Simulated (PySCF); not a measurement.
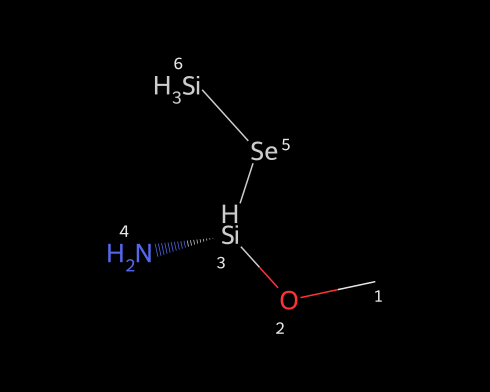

A structural formula, with wedges where it has stereocentres; small numbers name the atoms. The configuration is that of a computed structure (PBE0-D3(BJ)/def2-SVP).

What are the Cahn–Ingold–Prelog descriptors?

Answer. Si3: S.

Give a SMILES with the stereochemistry.

Answer. CO[Si@H](N)[Se][SiH3]
